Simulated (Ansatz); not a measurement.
**Fields on a plane of Ga2O3 (corundum)**

```yaml
crystal:
  lattice:
    - [2.49227, 1.43891, 4.48034]
    - [-2.49227, 1.43891, 4.48034]
    - [0.00000, -2.87783, 4.48034]
  atoms:
    - { symbol: Ga, position: [0.35541, 0.35541, 0.35541] }
    - { symbol: Ga, position: [0.14459, 0.14459, 0.14459] }
    - { symbol: Ga, position: [0.64459, 0.64459, 0.64459] }
    - { symbol: Ga, position: [0.85541, 0.85541, 0.85541] }
    - { symbol: O, position: [0.55361, 0.94639, 0.25000] }
    - { symbol: O, position: [0.25000, 0.55361, 0.94639] }
    - { symbol: O, position: [0.94639, 0.25000, 0.55361] }
    - { symbol: O, position: [0.44639, 0.05361, 0.75000] }
    - { symbol: O, position: [0.75000, 0.44639, 0.05361] }
    - { symbol: O, position: [0.05361, 0.75000, 0.44639] }
```

The slice is a (-1 1 0 4) plane (indices of the conventional cell) through the point (0.645, 0.645, 0.645) (fractional), spanned by u = [1 0 -1] and v = [1 -1 1] in vectors of this cell: u (4.98 Å) and v (7.29 Å, at 90° to u). It covers one period; positions are fractions (u, v).

Atoms on it: Ga at (0.00, 0.50); Ga at (0.00, 0.00). Other atoms lie within 1 Å of the plane.

The numbers are results of r2SCAN (plane waves to 500 eV, PAW, scalar-relativistic; Ansatz, a program for electronic structure), not measurements. k mesh 8×8×8. Inside the PAW spheres the values are not all-electron values, and peaks at nuclei hang on which shells count as valence. Ga2O3 was relaxed with its symmetry unable to fall. The PAW data are Ansatz's earlier set.

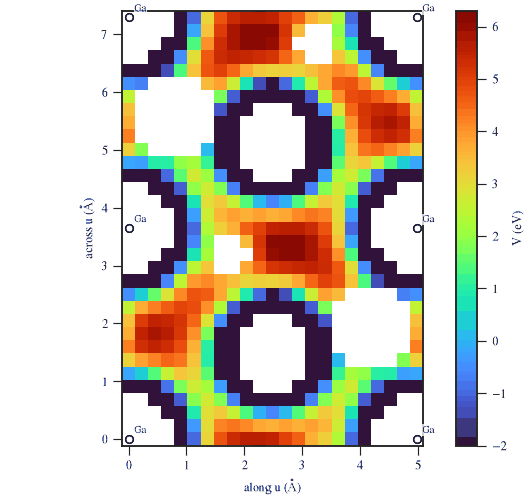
Figure. Electrostatic potential energy of an electron, from the cell's mean, in eV, one period of the plane, atoms marked. Points within 0.8 Å of a nucleus are left white, as the pseudised field means little there. Values under -2 eV are set to -2. The zero, the cell's mean, hangs on the PAW cores.

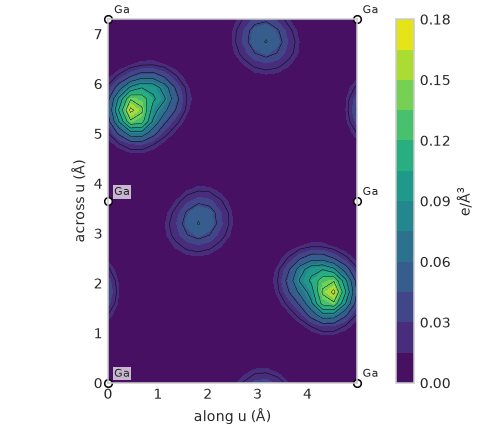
Figure: Density of the highest valence band (whole band, smooth part) in e/Å³, one period of the plane, atoms marked.
